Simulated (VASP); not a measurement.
Given:

```
CELL_PARAMETERS angstrom
      0.00000     2.71086     2.71086
      2.71086     0.00000     2.71086
      2.71086     2.71086     0.00000
ATOMIC_POSITIONS crystal
  Ce 0.00000 0.00000 0.00000
  O  0.25000 0.25000 0.25000
  O  0.75000 0.75000 0.75000
```

All values below come from r2SCAN+rVV10, VASP's PBE PAW potentials (set 64) (plane waves; VASP). Numerical set-up: 520 eV cut-off, 8×8×8 Γ-centred mesh, tetrahedra with Blöchl corrections, potentials Ce O.

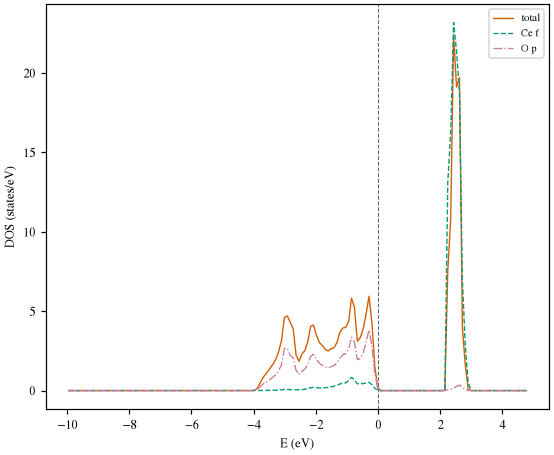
Figure: Total and projected density of states, zero at the valence-band maximum

Within 2 eV below the valence-band maximum the largest weight inside VASP's projection spheres is O p.

The gap is indirect, 2.19 eV, from the valence maximum at (-0.25, 0.25, 0.00) to the conduction minimum at L.

The compound is CeO2 in the fluorite structure. It was relaxed first. The run is not spin-polarised, so no magnetic state was tried.
